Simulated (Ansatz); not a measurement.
System: C2H4ClOSi (SMILES C=C[Si](O)Cl) (doublet).

Input

```
crystal:
  periodic: [false, false, false]
  atoms:
    - {symbol: C, position_ang: [-0.625414, -1.352902, -0.528805]}
    - {symbol: C, position_ang: [-0.206910, -0.751831, 0.583996]}
    - {symbol: Si, position_ang: [0.841748, 0.764136, 0.553203]}
    - {symbol: O, position_ang: [0.752327, 1.377410, -0.968398]}
    - {symbol: Cl, position_ang: [0.154778, 2.130670, 1.950154]}
    - {symbol: H, position_ang: [-0.407323, -0.946495, -1.511221]}
    - {symbol: H, position_ang: [-1.210267, -2.267875, -0.499439]}
    - {symbol: H, position_ang: [-0.436263, -1.190937, 1.552101]}
    - {symbol: H, position_ang: [1.225923, 2.191323, -1.148689]}
basis:
  gaussian: {orbitals: def2-TZVPP}
magnetization: {spin_polarized: true, initial_magnetization: 1}
hamiltonian: {xc: pbe0, dispersion: d4}
output: {orbitals: {seedname: orbitals}}
```

Launched as:

```sh
ansatz run in.yaml --threads 4 --pin off --events-out ev --progress --plain --max-ram 10444MiB
```

Geometry: PBE0-D4/def2-TZVP.

Computed with UKS PBE0-D4/def2-TZVPP in Ansatz.

> What can the converged electron density, electron localisation function and spin density tell about the bonding?

C–C (1.33 Å): the density is about 2.4 e/Å³ at the midpoint; the ELF peaks at about 0.90 between the atoms: a multiple bond.
C–Si (1.84 Å): ρ at the midpoint is about 1 e/Å³; the ELF peaks at about 0.95 between the atoms, as expected for a covalent bond.
C–H (1.09 Å): ρ is about 2.1 e/Å³ halfway; the ELF climbs to about 1 towards the hydrogen, as it does in any bond to H (an ordinary covalent bond to hydrogen).
The unpaired spin (1 electron) lies mostly on Si3 (about 0.7), Cl5 (about 0.1) and O4 (about 0.1), in electrons by Hirshfeld's partition.

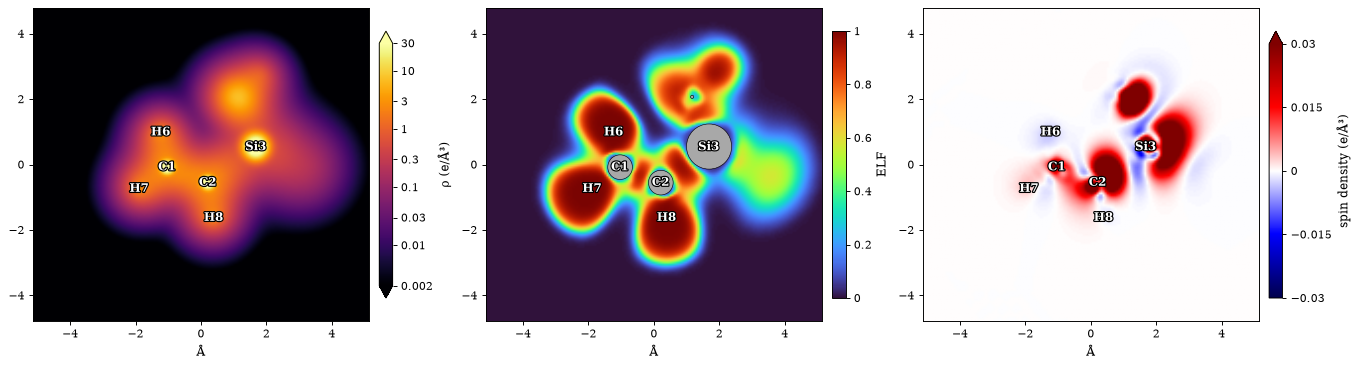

Computed electron density, electron localisation function and spin density on the plane of atoms C2, C1 and H6, in this order. Grey discs cover the atomic cores in the ELF map. 
